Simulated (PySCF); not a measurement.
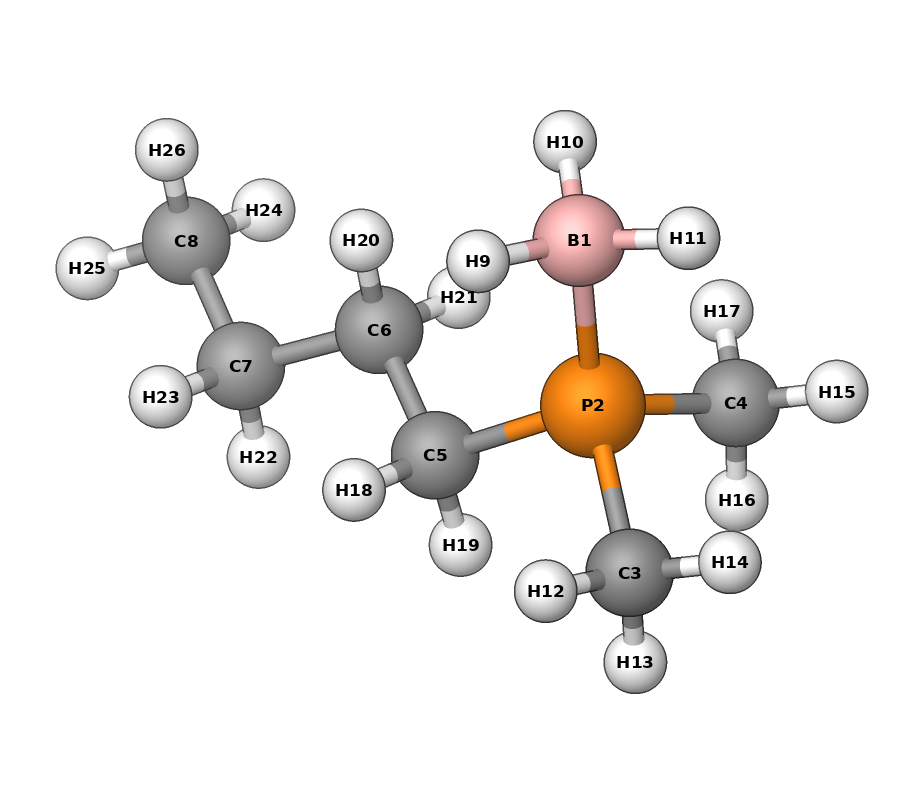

The computed structure is the end point of a GFN2-xTB optimisation. No frequency run is at hand to confirm it as a minimum. Electric field gradients from the ground-state density, PBE0/pcSseg-1 (PySCF 2.14.0), non-relativistic apart from any core potentials.

Give the largest field-gradient component, the quadrupole coupling constant and the asymmetry for 11B at B1 (Q = 40.59 mb), 2H at H9 (Q = 2.86 mb), 2H at H10 (Q = 2.86 mb).

```tsv
atom	V_zz (a.u.)	e²qQ/h (MHz)	η
B1	0.178	1.69	0.02
H9	0.230	0.154	0.05
H10	0.230	0.155	0.05
```

The geometry is semi-empirical. Around B, P such bond lengths and angles can be off by a tenth of an ångström or more and by several degrees, and values that hang on the shape move with them.
